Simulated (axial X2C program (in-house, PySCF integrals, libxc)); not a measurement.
# SnBr: from the state search to constants

Aim: find the lowest determinant of SnBr, scan the bond at several levels and fit the constants, once spin-free and once with spin–orbit coupling.

Computed with an in-house X2C program for linear molecules on PySCF integrals. Level: all-electron X2C, Sn dyall-cv3z, Br dyall-cv3z.

All values are calculated.

## Step 1: The job

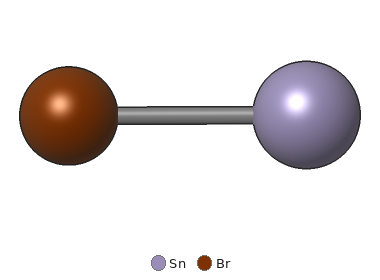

The two atoms at 2.540 Å (tin purple, bromine brown).

File task.json:

```json
{"zs": [50, 35], "q": 0, "bas": ["dyall-cv3z", "dyall-cv3z"], "levels": ["PBE0", "HF", "BHandHLYP"], "cc": true, "r0": 2.54, "thr": -2.0, "nmax": 110, "npts": 10, "nst": 2, "ntry": 8}
```

Keys: zs atomic numbers; q charge; bas basis sets; levels methods (HF also brings MP2); cc coupled cluster on or off; r0 starting distance in Å; thr threshold in hartree for freezing inner shells (an s shell follows its p shell); nmax most natural virtual spinors; npts points asked for on the curve; nst determinants followed; ntry starts of the search.

Launch:

```bash
python so2c.py task.json out
```

Spin-free means the one-electron spin-free X2C Hamiltonian; two-component (2c) means X2C with spin–orbit coupling and atomic mean-field two-electron Coulomb and Gaunt terms. Basis: Sn dyall-cv3z contracted to [11s12p9d4f1g], Br dyall-cv3z contracted to [8s9p6d4f1g]; Gaussian nuclei, density fitting. Masses: Sn 119.902 u, Br 78.918 u.

Notation: σ, π±, δ± give the projection m of an orbital's angular momentum (0, ±1, ±2), α and β its spin, Λ and M_S the sums; ω is the projection of a spinor's total angular momentum and Ω the sum. Logs are in hartree.

The results follow Hamiltonian by Hamiltonian and level by level.

## Step 2: State search with PBE0

Determinants are compared with PBE0 at 2.540 Å.

Spin-free determinants:

```json
{"ΔE (eV)": "0.00", "state": "M_S = 1/2, Λ = 1", "open shells": "beyond closed shells: π+α"}
{"ΔE (eV)": "2.26", "state": "M_S = 1/2, Λ = 0", "open shells": "beyond closed shells: σα"}
{"ΔE (eV)": "3.10", "state": "M_S = 3/2, Λ = 0", "open shells": "beyond closed shells: σα, π+α, π-α"}
{"ΔE (eV)": "3.75", "state": "M_S = 1/2, Λ = 0", "open shells": "beyond closed shells: σβ, π+α, π-α"}
{"ΔE (eV)": "3.99", "state": "M_S = 3/2, Λ = 1", "open shells": "beyond closed shells: 2 × π+α, π+β, 2 × π-α"}
{"ΔE (eV)": "4.22", "state": "M_S = 1/2, Λ = 0", "open shells": "beyond closed shells: σα, π+β, π-α"}
```

Two-component determinants:

| ΔE (eV) | state | open shells |
| --- | --- | --- |
| 0.00 | Ω = 1/2 | excess of +ω over −ω: ω = 1/2 |
| 0.32 | Ω = 3/2 | excess of +ω over −ω: ω = 3/2 |
| 3.85 | Ω = 1/2 | excess of +ω over −ω: 2 × ω = -1/2, ω = 3/2 |
| 3.99 | Ω = 5/2 | excess of +ω over −ω: ω = -1/2, 2 × ω = 3/2 |
| 4.34 | Ω = 5/2 | excess of +ω over −ω: 2 × ω = 1/2, ω = 3/2 |
| 4.46 | Ω = 3/2 | excess of +ω over −ω: ω = 3/2 |
| 4.75 | Ω = 7/2 | excess of +ω over −ω: ω = 1/2, 2 × ω = 3/2 |

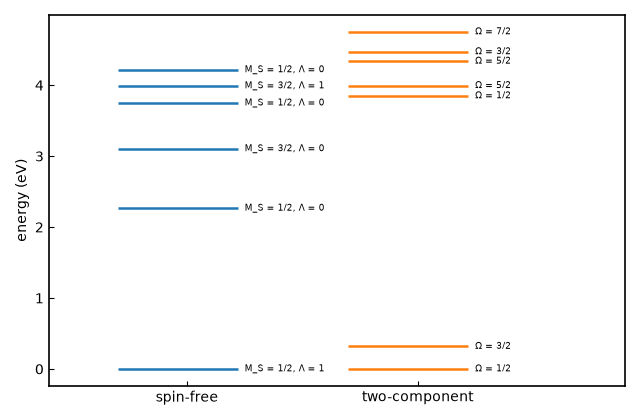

The determinants found, each set from its own lowest.

## Step 3: PBE0, spin-free

State followed: M_S = 1/2, Λ = 1 (beyond closed shells: π+α). The scan is laid around 2.527 Å, a first estimate of the minimum, and this SCF restarts from the orbitals of the search.

The SCF at the reference distance of 2.527 Å:

```text
spin-free X2C-1e  PBE0
basis functions 231  fitting functions 1226  grid points 5802
iter        total energy     max residual
   1      -8782.322730374     3.94e-01
   2      -8782.354217542     1.44e-03
   3      -8782.354226813     6.36e-04
   4      -8782.354234271     1.52e-04
   5      -8782.354234709     7.42e-05
   6      -8782.354234770     1.60e-05
   7      -8782.354234776     4.10e-06
   8      -8782.354234776     9.99e-07
converged
one-electron -12847.89287110  Coulomb 3958.15137091  exact exchange -63.77674862  xc functional -195.30219852  nuclear repulsion 366.46621255
```

Along the bond, energies from the lowest point:

```csv
R (Å),E (eV),μ (D),HOMO (eV),LUMO (eV),iterations
2.199,0.8109,-0.47,-4.49,-2.85,10
2.300,0.3234,-1.09,-4.65,-3.00,10
2.375,0.1215,-1.56,-4.77,-3.11,10
2.451,0.0223,-2.03,-4.89,-3.22,9
2.527,0.0000,-2.49,-5.01,-3.33,8
2.615,0.0456,-3.03,-5.14,-3.46,10
2.704,0.1460,-3.57,-5.27,-3.58,10
2.818,0.3281,-4.23,-5.43,-3.74,11
2.957,0.5975,-5.02,-5.61,-3.91,11
3.159,1.0238,-6.10,-5.86,-4.15,12
```

Dipoles are positive if Br is the positive end.

Outer orbitals at the reference distance:

```json
{"symmetry": "δ+α", "occupied": "yes", "ε (eV)": "-29.14", "atomic character": "100% Sn d"}
{"symmetry": "σα", "occupied": "yes", "ε (eV)": "-29.12", "atomic character": "99% Sn d"}
{"symmetry": "δ-α", "occupied": "yes", "ε (eV)": "-29.10", "atomic character": "100% Sn d"}
{"symmetry": "π+α", "occupied": "yes", "ε (eV)": "-29.07", "atomic character": "100% Sn d"}
{"symmetry": "σβ", "occupied": "yes", "ε (eV)": "-29.07", "atomic character": "99% Sn d"}
{"symmetry": "π-α", "occupied": "yes", "ε (eV)": "-29.05", "atomic character": "100% Sn d"}
{"symmetry": "π+β", "occupied": "yes", "ε (eV)": "-28.99", "atomic character": "100% Sn d"}
{"symmetry": "π-β", "occupied": "yes", "ε (eV)": "-28.99", "atomic character": "100% Sn d"}
{"symmetry": "δ-β", "occupied": "yes", "ε (eV)": "-28.99", "atomic character": "100% Sn d"}
{"symmetry": "δ+β", "occupied": "yes", "ε (eV)": "-28.99", "atomic character": "100% Sn d"}
{"symmetry": "σα", "occupied": "yes", "ε (eV)": "-21.60", "atomic character": "84% Br s, 6% Sn p, 4% Sn d"}
{"symmetry": "σβ", "occupied": "yes", "ε (eV)": "-21.56", "atomic character": "84% Br s, 6% Sn p, 5% Sn d"}
{"symmetry": "σα", "occupied": "yes", "ε (eV)": "-12.95", "atomic character": "71% Sn s, 24% Br p, 3% Br s"}
{"symmetry": "σβ", "occupied": "yes", "ε (eV)": "-12.26", "atomic character": "65% Sn s, 30% Br p, 3% Br s"}
{"symmetry": "σα", "occupied": "yes", "ε (eV)": "-8.55", "atomic character": "54% Br p, 25% Sn p, 17% Sn s"}
{"symmetry": "π+α", "occupied": "yes", "ε (eV)": "-8.51", "atomic character": "87% Br p, 10% Sn p, 3% Sn d"}
{"symmetry": "π-α", "occupied": "yes", "ε (eV)": "-8.38", "atomic character": "88% Br p, 8% Sn p, 3% Sn d"}
{"symmetry": "π+β", "occupied": "yes", "ε (eV)": "-8.32", "atomic character": "90% Br p, 6% Sn p, 3% Sn d"}
{"symmetry": "π-β", "occupied": "yes", "ε (eV)": "-8.32", "atomic character": "90% Br p, 6% Sn p, 3% Sn d"}
{"symmetry": "σβ", "occupied": "yes", "ε (eV)": "-8.29", "atomic character": "48% Br p, 24% Sn p, 24% Sn s"}
{"symmetry": "π+α", "occupied": "yes", "ε (eV)": "-5.01", "atomic character": "88% Sn p, 9% Br p"}
{"symmetry": "π-α", "occupied": "no", "ε (eV)": "-3.33", "atomic character": "90% Sn p, 7% Br p"}
{"symmetry": "π-β", "occupied": "no", "ε (eV)": "-2.51", "atomic character": "92% Sn p, 6% Br p"}
{"symmetry": "π+β", "occupied": "no", "ε (eV)": "-2.51", "atomic character": "92% Sn p, 6% Br p"}
{"symmetry": "σα", "occupied": "no", "ε (eV)": "-1.07", "atomic character": "63% Sn p, 13% Sn d, 12% Br p"}
```

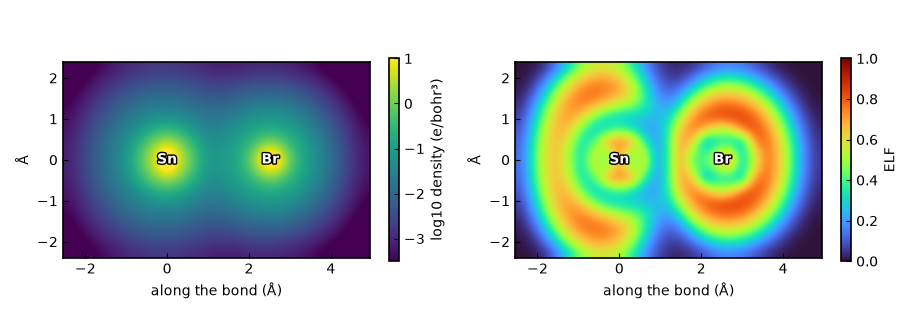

PBE0 fields in a plane through the axis, from a grid of 0.3 Å; Sn lies at z = 0 and Br at z = 2.527 Å; the ELF is damped to zero where the density is low.

Re = 2.515 Å, ωe = 244.0 cm⁻¹, ωexe = 0.535 cm⁻¹, Be = 0.056 cm⁻¹, De = 3.51 eV, μ = -2.42 D.

## Step 4: HF, spin-free

Output at 2.527 Å:

```text
spin-free X2C-1e  HF
basis functions 231  fitting functions 1226  grid points 5802
iter        total energy     max residual
   1      -8778.382282106     2.37e-01
   2      -8778.416013072     5.34e-03
   3      -8778.417085968     2.97e-03
   4      -8778.417257506     1.05e-03
   5      -8778.417304544     4.66e-04
   6      -8778.417316868     2.55e-04
   7      -8778.417319923     1.31e-04
   8      -8778.417321263     5.26e-05
   9      -8778.417321583     3.86e-05
  10      -8778.417321689     1.73e-05
  11      -8778.417321704     5.25e-06
  12      -8778.417321706     1.12e-06
converged
one-electron -12846.91790512  Coulomb 3957.28047658  exact exchange -255.24610572  xc functional 0.00000000  nuclear repulsion 366.46621255
```

Re = 2.540 Å, ωe = 238.9 cm⁻¹, ωexe = 0.527 cm⁻¹, Be = 0.05491 cm⁻¹, De = 2.22 eV, μ = -2.98 D.

## Step 5: BHandHLYP, spin-free

The SCF at the reference distance of 2.527 Å:

```text
spin-free X2C-1e  BHandHLYP
basis functions 231  fitting functions 1226  grid points 5802
iter        total energy     max residual
   1      -8782.950771711     7.17e-02
   2      -8782.953353381     3.29e-03
   3      -8782.953364534     3.82e-03
   4      -8782.953540798     2.74e-04
   5      -8782.953542813     1.24e-04
   6      -8782.953543488     5.27e-05
   7      -8782.953543657     2.64e-05
   8      -8782.953543698     5.40e-06
   9      -8782.953543700     2.75e-06
  10      -8782.953543701     1.34e-06
converged
one-electron -12848.04455560  Coulomb 3958.34319226  exact exchange -127.58126766  xc functional -132.13712524  nuclear repulsion 366.46621255
```

Re = 2.525 Å, ωe = 241.7 cm⁻¹, ωexe = 0.531 cm⁻¹, Be = 0.05557 cm⁻¹, De = 3.30 eV, μ = -2.74 D.

## Step 6: Correlated methods, spin-free

Correlated methods: 21 electrons correlated (frozen shells, counted by type: Sn 4 s, 3 p, 1 d; Br 3 s, 2 p, 1 d), 273 virtual spinors in MP2, 110 natural virtuals in coupled cluster.

Output of the correlated part at 2.527 Å:

```text
correlated 21  virtual 273  natural virtual 110  E(MP2) -0.691801844  MP2 remainder -0.064322240
iter   CCSD correlation   residual
   1     -0.596395452   1.29e-01
   2     -0.608962822   4.33e-02
   3     -0.610717646   1.69e-02
   4     -0.610548499   6.13e-03
   5     -0.610585606   2.33e-03
   6     -0.610599406   7.86e-04
   7     -0.610595732   3.04e-04
   8     -0.610598137   9.54e-05
   9     -0.610596519   3.03e-05
  10     -0.610596593   9.08e-06
  11     -0.610596460   3.72e-06
  12     -0.610596457   1.34e-06
(T) -0.016775728  T1 0.0188  D1 0.0509  max T2 0.071
```

T1 in the output is the amplitude norm over the root of the electron number; divide by √2 for the Lee–Taylor value.

MP2: Re = 2.507 Å, ωe = 248.0 cm⁻¹, Be = 0.05637 cm⁻¹, De = 3.40 eV.

CCSD: Re = 2.520 Å, ωe = 246.3 cm⁻¹, ωexe = 0.593 cm⁻¹, Be = 0.05577 cm⁻¹, De = 3.33 eV. T1 at Re = 0.013 (Lee–Taylor, the printed value over √2).

CCSD(T): Re = 2.516 Å, ωe = 244.8 cm⁻¹, ωexe = 0.563 cm⁻¹, Be = 0.05594 cm⁻¹, De = 3.29 eV. T1 at Re = 0.013 (Lee–Taylor, the printed value over √2).

[end of part 1 of 2]
